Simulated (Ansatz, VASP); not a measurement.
# AgCl: VASP beside Ansatz

Wanted: the spread between two codes on one cell, functional and k mesh. The cell is taken from a series of VASP runs on this material, whose earlier steps may have relaxed, scaled or displaced it; both programs get it as it stands. Valence electrons are named where the data sets of a main pair hold unlike numbers.

Program: Ansatz 0.2.0. Level of theory: plane waves, with VASP 6.6.1 beside it; single point at r2SCAN with rVV10 and band structure at r2SCAN with rVV10. Results are calculated unless marked as measured.

**1. The structure**

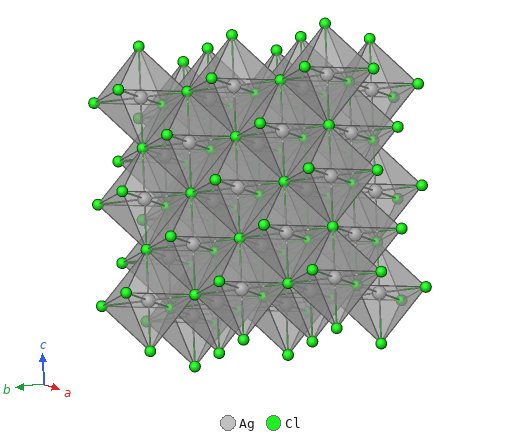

The starting structure, seen from a free direction (silver light grey, chlorine green). 1×2×2 cells are drawn. This picture shows the conventional cell, with its axes. Some periodic images of atoms are drawn too.

**2. Ansatz: single point, r2SCAN with rVV10**

Ansatz runs on its default PAW (the set named soft_2) files.

With cell and atoms fixed, the geometry can't cause a difference; cores, projectors, grids and the points listed under the comparison can.

File input.yaml:

```yaml
crystal:
  lattice:
    - [0.0, 2.7481520757, 2.7481520757]
    - [2.7481520757, 0.0, 2.7481520757]
    - [2.7481520757, 2.7481520757, 0.0]
  atoms:
    - { symbol: Ag, position: [0.0, 0.0, 0.0] }
    - { symbol: Cl, position: [0.5, 0.5, 0.5] }
hamiltonian:
  xc: r2scan
  pseudopotentials: { kind: paw }
  dispersion: rvv10
kpoints:
  mp_grid: { grid: [8, 8, 8] }
scf:
  occupations: { method: gaussian, width: 0.05 }
  n_extra_bands: 4
output:
  forces: true
  stress: true
  eigenvalues: true
```

On the command line:

```bash
> ansatz run input.yaml --threads 2 --pin off --max-ram 4608MiB --backend cpu --events-out ev --progress --plain --runs-dir out
```

Numbers of over 12 decimals in the logs are rounded to 6 here.

The log of the run:

```text
scf.n_extra_bands = 4 over 13 filled bands (N_el = 26.0): the run solves 17 bands
Engine: ansatz 0.2.0, aarch64-unknown-linux-gnu
Pseudopotentials: kind: paw
Pseudopotential: Ag, paw, valence charge 19, recommended cutoff 500 eV (meta_gga), Ag.paw.azcp
Pseudopotential: Cl, paw, valence charge 7, recommended cutoff 500 eV (meta_gga), Cl.paw.azcp
Functional definition: r2SCAN+rVV10
  parameter k0 = 0.174
  parameter k1 = 0.065
  parameter a1 = 4.9479
  exchange = r2scan_x(k0 = k0, k1 = k1, a1 = a1)
  correlation = r2scan_c + rvv10(11.95, 0.0093)
Crystal: 2 atoms, lattice volume = 41.510 Å³
Basis set: ecut = 500 eV, 1067 PW (Γ), exchange–correlation on 128×128×128 points (64 copies of the dense FFT grid, shifted against one another)
Bands: 17, of which v1, the nominal top of the filled ones, is band 13 counted from 1 (12 counted from 0)
Symmetry: 48 space group operations
Space group: Fm-3m (ITA 225), of the structure as read, at distance tolerance 3.5e-5 Å
k-points: 29 of 512
Non-local potential: Ag, projectors of the file, l = 0: 3, l = 1: 2, l = 2: 2, l = 3: 1
Non-local potential: Cl, projectors of the file, l = 0: 2, l = 1: 2, l = 2: 2
PAW form: soft (Blöchl's): semilocal exchange-correlation on the pseudo side does not see the compensation charge
rVV10 density: all electrons in the spheres
PAW frozen core: Ag, regenerated for the run's functional (the file was generated under x = pbe(κ = 0.804, μ = 0.219515), c = pbe(β = 0.066725))
PAW frozen core: Cl, regenerated for the run's functional (the file was generated under x = pbe(κ = 0.804, μ = 0.219515), c = pbe(β = 0.066725))
PAW one-centre angular grid: Ag, 590 points (default); XC on 160 Gauss nodes
PAW one-centre angular grid: Cl, 302 points (default); XC on 160 Gauss nodes
Initial density: superposition of atomic densities (neutral atoms: chi_scale 0, normalization atom), corrected by the library's trained network
Initial wavefunctions: pseudopotential atomic-orbital guess
Functional: x = r2scan, c = r2scan + rvv10(b = 11.95, C = 0.0093); τ floored in thin density (d = 2e-4 eV/Å³)
SCF iter   1: F=—  HF=-8686.333640 eV  |F-HF|=—  |Δ(HF+E_count)|=         —  Δρ=7.25e-3  dr2=1.48e-2  dr2_τ=5.43e-3  ethr=1.77e-3  ⟨swp⟩=5.6  Hψ=2426  notcnv=0
preconditioner: auto → none  [insulator: Δε(μ)=1.438 eV  Ē_g=11.763 eV  σ=0.050 eV  W_gap=1.00  n_scr=14 (ndim 8)  ℏωp=24.5 eV  f_vac=0.028  D(μ)=0.00/eV (n_scr^D=0)  ε∞_Penn≈5.3]
SCF iter   2: F=—  HF=-8686.336400 eV  |F-HF|=—  |Δ(HF+E_count)|=   2.76e-3  Δρ=3.99e-3  dr2=3.01e-3  dr2_τ=6.98e-4  ethr=5.69e-5  ⟨swp⟩=2.1  Hψ=997  notcnv=0
SCF iter   3: F=—  HF=-8686.336102 eV  |F-HF|=—  |Δ(HF+E_count)|=   2.98e-4  Δρ=1.93e-3  dr2=6.06e-4  dr2_τ=7.11e-5  ethr=1.16e-5  ⟨swp⟩=2.4  Hψ=753  notcnv=0
SCF iter   4: F=—  HF=-8686.336198 eV  |F-HF|=—  |Δ(HF+E_count)|=   9.58e-5  Δρ=7.21e-4  dr2=8.90e-5  dr2_τ=1.58e-5  ethr=2.33e-6  ⟨swp⟩=1.0  Hψ=493  notcnv=0
SCF iter   5: F=—  HF=-8686.336208 eV  |F-HF|=—  |Δ(HF+E_count)|=   1.01e-5  Δρ=1.36e-4  dr2=4.50e-6  dr2_τ=4.58e-7  ethr=3.42e-7  ⟨swp⟩=1.2  Hψ=498  notcnv=0
SCF iter   6: F=-8686.336209 eV  HF=-8686.336209 eV  |F-HF|=2.81e-8  |Δ(HF+E_count)|=   4.94e-7  Δρ=1.74e-5  dr2=5.74e-8  dr2_τ=1.07e-8  ethr=3.85e-10  ⟨swp⟩=4.2  Hψ=2404  notcnv=0
SCF 1 converged in 6 iterations: F = -8686.336209 eV  dr2 = 5.74e-8
  greatest PAW one-centre occupation: 1.003 electrons in one spin orbital (limit 2), on the Ag atom at site 0 (counted from 0), in its partial waves of l = 1
SCF converged after 6 iterations
Free energy (F): -8686.336209 eV
Harris-Foulkes:  -8686.336209 eV  (|F-HF|=2.81e-8)
Internal energy: -8686.336209 eV  (E = F + TS)
E sigma→0 (E₀):  -8686.336209 eV
Fermi energy:    8.963610 eV
--- Per-component energies (eV) ---
  E_band       = -373.292191
  E_kinetic    = 689.747964
  E_local      = -3172.492961  (includes V_loc(G=0)·N_el)
  E_nonlocal   = 114.039760
  E_hartree    = 1396.069858
  E_xc         = -278.223235
  E_vxc        = -393.772479  (∫ρ·V_xc dr)
  E_paw        = -4592.706739  (= ΣΔE_a)
  E_vpaw       = -428.402437  (= ΣTr[D̂ρ^β])
  E_aug_tail   = 0.000086  (compensation charges beyond the density's cutoff)
  E_vtau       = 25.451600  (kinetic-family band-sum trace: ∫τ·v_τ [+ j·A + Jᵃ·Aᵃ] dr)
  E_ewald      = -2842.125224
  E_core_change = -0.645718  (= ΣΔE_core)
  E_smearing   = -0.000000  (= −TS)
  E_closure    = -0.000000  (closes the sum)
  Σ components = -8686.336209   (vs F -8686.336209, Δ=0.00e0)
--- Forces (eV/Å), atoms counted from 1 ---
  atom   1  Ag    -0.00000000     0.00000000    -0.00000000
  atom   2  Cl     0.00000000    -0.00000000    -0.00000000
  max |Σ_I F_I| component: 4.34e-30 eV/Å
--- Stress (GPa, compression-positive) ---
        0.085083      -0.000000      -0.000000
        0.000000       0.085083       0.000000
       -0.000000       0.000000       0.085083
  P = ⅓ Tr σ = 0.0851 GPa (0.851 kbar)
--- Band table (eV; the first three rows and the last of 29) ---
  k-point 0: bands = [... 9 lower, 5.7212, 5.7212, 5.7405, 5.7405, 9.6702, 19.3908, 19.3908, 19.3908]
  k-point 1: bands = [... 9 lower, 5.7405, 5.9817, 6.5854, 6.5854, 10.3776, 18.0735, 19.1637, 19.1637]
  k-point 2: bands = [... 9 lower, 5.8726, 6.1536, 7.3997, 7.3997, 11.7170, 16.4992, 17.9586, 17.9586]
  k-point 28: bands = [... 9 lower, 6.1506, 6.1915, 6.2293, 7.0473, 13.0267, 16.5548, 16.5548, 16.9441]
```

Elapsed: 4.4 s, on 2 threads of Arm Neoverse N1, shared host; peak memory 0.44 GiB.

In the SCF lines HF is the Harris–Foulkes energy and dr2 the Hartree energy of the density residual, in eV; the loop may stop once dr2 is under the threshold and the program's other checks hold. Hψ counts applications of the Hamiltonian.

The run ends at a pressure of 0.09 GPa.

**3. VASP: single point, r2SCAN with rVV10**

The same cell, functional, mesh and smearing now go to VASP, with its own data sets.

Lines of VASP's logs that name or quote its potential files are left out, and so is its time.

File INCAR:

```
SYSTEM = AgCl
PREC = Accurate
ENCUT = 400
EDIFF = 1E-06
NELM = 100
ISMEAR = 0
SIGMA = 0.05
LREAL = .FALSE.
ALGO = Normal
METAGGA = R2SCAN
LUSE_VDW = .TRUE.
IVDW_NL = 2
BPARAM = 11.95
CPARAM = 0.0093
LASPH = .TRUE.
NBANDS = 15
LORBIT = 11
LWAVE = .FALSE.
LCHARG = .TRUE.
ISIF = 2
LELF = .TRUE.
LVHAR = .TRUE.
```

File POSCAR:

```
AgCl
1.0
    0.0000000000      2.7481520757      2.7481520757
    2.7481520757      0.0000000000      2.7481520757
    2.7481520757      2.7481520757      0.0000000000
Ag Cl
1 1
Direct
    0.0000000000      0.0000000000      0.0000000000
    0.5000000000      0.5000000000      0.5000000000
```

File KPOINTS:

```
Automatic mesh
0
Gamma
8 8 8
0 0 0
```

The projector-augmented-wave data sets are Ag and Cl (PBE family, release 64).

On the command line:

```bash
> mpirun -np 2 vasp_std
```

The log of the run:

```text
[banner, memory and clock lines left out]
running    2 mpi-ranks, on    1 nodes
 distrk:  each k-point on    2 cores,    1 groups
 distr:  one band on    1 cores,    2 groups

 POSCAR found type information on POSCAR AgCl
 POSCAR found :  2 types and       2 ions
|                                                                             |
|               ----> ADVICE to this user running VASP <----                  |
|                                                                             |
|     You have switched on vdW-DFT.                                           |
|     This routine was written and supplied by Jiri Klimes. We recommend      |
|     that you carefully read and cite the following publications:            |
|       J. Klimes, D.R. Bowler, A. Michelides                                 |
|          J. Phys.: Cond Matt. 22 022201 (2010)                              |
|       J. Klimes, D.R. Bowler, A. Michelides                                 |
|          Phys. Rev. B. 83, 195131 (2011)                                    |
|     and references therein.                                                 |
|                                                                             |

|                                                                             |
|               ----> ADVICE to this user running VASP <----                  |
|                                                                             |
|     You enforced a specific xc type in the INCAR file but a different       |
|     [... a line on the potential file left out ...]
|     I HOPE YOU KNOW WHAT YOU ARE DOING!                                     |
|                                                                             |

 LDA part: xc-table for (None), standard interpolation
|                                                                             |
|           W    W    AA    RRRRR   N    N  II  N    N   GGGG   !!!           |
|           W    W   A  A   R    R  NN   N  II  NN   N  G    G  !!!           |
|           W    W  A    A  R    R  N N  N  II  N N  N  G       !!!           |
|           W WW W  AAAAAA  RRRRR   N  N N  II  N  N N  G  GGG   !            |
|           WW  WW  A    A  R   R   N   NN  II  N   NN  G    G                |
|           W    W  A    A  R    R  N    N  II  N    N   GGGG   !!!           |
|                                                                             |
|     The number of bands has been changed from the values supplied in        |
|     The orbitals not found in the WAVECAR file will be initialized with     |
|     random numbers, which is usually adequate. For correlated               |
|     calculations, however, you should redo the groundstate calculation.     |
|     I found NBANDS = 15. Now, NBANDS = 16.                                  |
|                                                                             |

 POSCAR, INCAR and KPOINTS ok, starting setup
 FFT: planning ... GRIDC
 FFT: planning ... GRID_SOFT
 FFT: planning ... GRID
 WAVECAR not read
 entering main loop
       N       E                     dE             d eps       ncg     rms          rms(c)
Total rVV10 correction in eV:      0.5284862    21.5737324
DAV:   1     0.585939159526E+02    0.58594E+02   -0.73231E+03   936   0.828E+02
DAV:   2    -0.302640409105E+02   -0.88858E+02   -0.82903E+02  1144   0.203E+02
DAV:   3    -0.331492023107E+02   -0.28852E+01   -0.28804E+01  1184   0.388E+01
DAV:   4    -0.331677828478E+02   -0.18581E-01   -0.18580E-01  1168   0.336E+00
DAV:   5    -0.331680569830E+02   -0.27414E-03   -0.27413E-03  1160   0.399E-01    0.707E+00
Total rVV10 correction in eV:      0.5278083    21.5737320
DAV:   6    -0.281635080361E+02    0.50045E+01   -0.36651E+00   944   0.198E+01    0.631E+00
Total rVV10 correction in eV:      0.5333088    21.5737320
DAV:   7    -0.281033409990E+02    0.60167E-01   -0.17051E-01  1032   0.415E+00    0.401E+00
Total rVV10 correction in eV:      0.5417765    21.5737320
DAV:   8    -0.280916292318E+02    0.11712E-01   -0.11373E-01  1064   0.380E+00    0.802E-01
Total rVV10 correction in eV:      0.5439840    21.5737320
DAV:   9    -0.280927101894E+02   -0.10810E-02   -0.40865E-03  1184   0.668E-01    0.391E-01
Total rVV10 correction in eV:      0.5434031    21.5737320
DAV:  10    -0.280920522513E+02    0.65794E-03   -0.15608E-03  1088   0.428E-01    0.126E-01
Total rVV10 correction in eV:      0.5430691    21.5737320
DAV:  11    -0.280920162828E+02    0.35969E-04   -0.52592E-04  1168   0.184E-01    0.380E-02
Total rVV10 correction in eV:      0.5430877    21.5737320
DAV:  12    -0.280920144192E+02    0.18636E-05   -0.11793E-05  1080   0.353E-02    0.229E-02
Total rVV10 correction in eV:      0.5432101    21.5737320
DAV:  13    -0.280920139028E+02    0.51633E-06   -0.20222E-05  1072   0.485E-02    0.620E-03
Total rVV10 correction in eV:      0.5431949    21.5737320
DAV:  14    -0.280920136669E+02    0.23596E-06   -0.76804E-07   568   0.990E-03
Total rVV10 correction in eV:      0.5431819    21.5737320
Total rVV10 correction in eV:      0.5431891    21.5737320
   1 F= -.28092014E+02 E0= -.28092014E+02  d E =-.213467E-20
```

Parts of OUTCAR (step 3):

```text
ion  position               nearest neighbor table
   1  0.000  0.000  0.000-   2 2.75   2 2.75   2 2.75   2 2.75   2 2.75   2 2.75
   2  0.500  0.500  0.500-   1 2.75   1 2.75   1 2.75   1 2.75   1 2.75   1 2.75

  LATTYP: Found a face centered cubic cell.
 ALAT       =     5.4963041514

 Subroutine GETGRP returns: Found 48 space group operations
 (whereof 48 operations were pure point group operations)

The static configuration has the point symmetry O_h .

 Found     29 irreducible k-points:

   k-points           NKPTS =     29   k-points in BZ     NKDIM =     29   number of bands    NBANDS=     16

   dimension x,y,z NGX =    28 NGY =   28 NGZ =   28
   dimension x,y,z NGXF=    56 NGYF=   56 NGZF=   56

   ENCUT  =  400.0 eV  29.40 Ry    5.42 a.u.   6.34  6.34  6.34*2*pi/ulx,y,z

   NELECT =      18.0000    total number of electrons

 k-points in reciprocal lattice and weights: Automatic mesh
   0.00000000  0.00000000  0.00000000       0.002
   0.12500000  0.00000000  0.00000000       0.016
   0.25000000  0.00000000  0.00000000       0.016
   0.37500000  0.00000000  0.00000000       0.016
   0.50000000  0.00000000  0.00000000       0.008
   0.12500000  0.12500000  0.00000000       0.012
   0.25000000  0.12500000  0.00000000       0.047
   0.37500000  0.12500000  0.00000000       0.047
   0.50000000  0.12500000  0.00000000       0.047
[...]
-0.37500000  0.50000000  0.12500000       0.023
  -0.25000000  0.50000000  0.25000000       0.012

 average (electrostatic) potential at core
       1 -77.8843       2 -94.6265

 E-fermi :   4.2025

 k-point     1 :       0.0000    0.0000    0.0000
  band No.  band energies     occupation
    ...
      5       1.3358      2.00000
      6       1.3358      2.00000
      7       1.3358      2.00000
      8       1.3891      2.00000
      9       1.3891      2.00000
     10       5.2502      0.00000
     11      15.1689      0.00000
     12      15.1689      0.00000
     13      15.1689      0.00000
     14      16.4986      0.00000
    ...

 k-point     2 :       0.1250    0.0000    0.0000
  band No.  band energies     occupation
    ...
      5       1.3946      2.00000
      6       1.3946      2.00000
      7       1.6223      2.00000
      8       2.2112      2.00000
      9       2.2112      2.00000
     10       5.9584      0.00000
     11      13.7643      0.00000
     12      14.9078      0.00000
     13      14.9078      0.00000
     14      16.6203      0.00000
    ...

 k-point     3 :       0.2500    0.0000    0.0000
  band No.  band energies     occupation
    ...
      5       1.5283      2.00000
      6       1.5283      2.00000
      7       1.8005      2.00000
      8       3.0288      2.00000
      9       3.0288      2.00000
     10       7.2994      0.00000
     11      12.1405      0.00000
     12      13.6438      0.00000
     13      13.6438      0.00000
     14      16.7431      0.00000
    ...

  Total       -0.0208230     -0.0208230     -0.0208230      0.0000000      0.0000000     -0.0000000
  in kB       -0.8037123     -0.8037123     -0.8037123      0.0000000      0.0000000     -0.0000000
  external PRESSURE =      -0.8037123 kB  Pullay stress =       0.0000000 kB

  energy-cutoff  :      400.00
  volume of cell :       41.51
      direct lattice vectors                 reciprocal lattice vectors
     0.000000000  2.748152076  2.748152076    -0.181940441  0.181940441  0.181940441
     2.748152076  0.000000000  2.748152076     0.181940441 -0.181940441  0.181940441
     2.748152076  2.748152076  0.000000000     0.181940441  0.181940441 -0.181940441

 POSITION                                       TOTAL-FORCE (eV/Angst)
 -----------------------------------------------------------------------------------
      0.00000      0.00000      0.00000         0.000000     -0.000000      0.000000
      2.74815      2.74815      2.74815        -0.000000      0.000000     -0.000000
 -----------------------------------------------------------------------------------
    total drift:                                0.000000      0.000000      0.000000

  FREE ENERGIE OF THE ION-ELECTRON SYSTEM (eV)
  ---------------------------------------------------
  free  energy   TOTEN  =       -28.0920136669 eV

  energy  without entropy=      -28.0920136669  energy(sigma->0) =      -28.09201367

 total charge
# of ion       s       p       d       tot
------------------------------------------
    1        0.200   0.143   9.387   9.729
    2        1.609   3.511   0.000   5.119
--------------------------------------------------
tot          1.809   3.653   9.387  14.849

[... 3 further parts left out ...]
```

The gap is read on the k-mesh alone, so it is an upper bound where the band edges lie off the mesh. The PAW data sets were made with PBE, which is usual practice but a small mismatch for other functionals.

**4. Side by side**

Known differences besides the potentials themselves: VASP keeps PBE cores, Ansatz makes them for the functional; the data sets hold 26 valence electrons in Ansatz (on its default PAW (the set named soft_2) files) and 18 in VASP; the cutoff is 500 eV in Ansatz and 400 eV in VASP. Total energies have different zeros and are not compared.

Both answers:

```csv
quantity,Ansatz,VASP,difference
pressure (GPa),0.09,-0.08,+0.17
gap on the k mesh (eV),1.417,1.363,+0.053
```

A gap on the mesh is an upper bound, since the band edges may lie between its points. Ansatz's pressure holds a Pulay correction of 0.05 GPa; VASP's holds none.

(Continued in part 2 of 2.)

[Lines on the potential files, build, host, timing and source positions are cut from VASP's logs without a mark.]

[Logs are printed without paths, hosts, clocks, repeated set-up lines and the standing remarks that a program may print on its own settings, such as how far it seeks lower states.]

[Hosts, paths, dates, database ids (printed as entryN), source tags and the programs' standing remarks are cut or masked in the printed files.]
